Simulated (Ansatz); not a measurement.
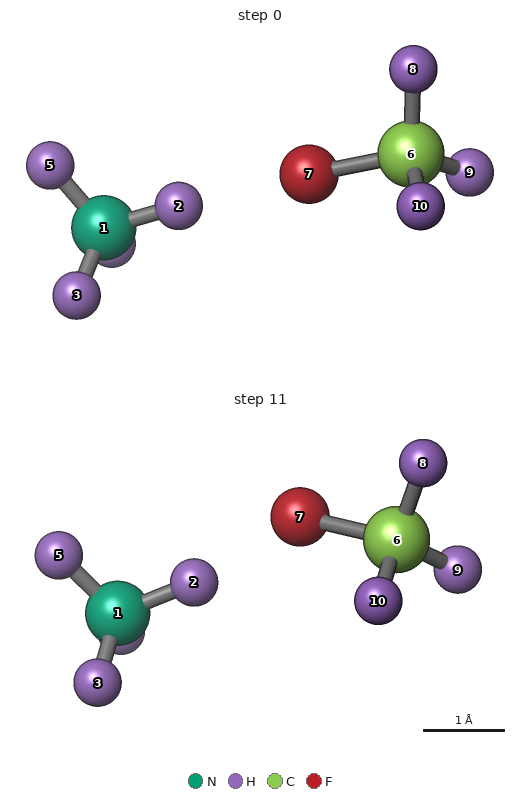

The structure of CH7FN (charge +1) (coarse preliminary run) before (top) and after (bottom) a relaxation, at one scale.

The picture is a ball-and-stick view, seen at a tilt.

The calculation used Ansatz, RKS PBE-D4/def2-SVP. (force threshold 0.03 eV/Å; at most 250 steps)

> Summarise the run.

Over 9 accepted moves (11 points after the start) the energy falls by 2.93 kcal/mol. The largest force component goes from 1.4 to 0.015 eV/Å. The line search rejected the trial steps at points 5, 8 of the run. The forces were under the threshold at step 9, but the run went on from there. The F atom moves most after the best rigid fit: 0.59 Å. Largest moves by element: F 0.59 Å, H 0.57 Å, C 0.20 Å, N 0.20 Å. Near-neighbour distances that change, for instance: C–F 1.391 → 1.427 Å, H–N 1.041 → 1.071 Å, C–H 1.087 → 1.107 Å, H–N 1.027 → 1.035 Å. The run took 6.5 s on 4 threads of Arm Neoverse V2 (shared host).
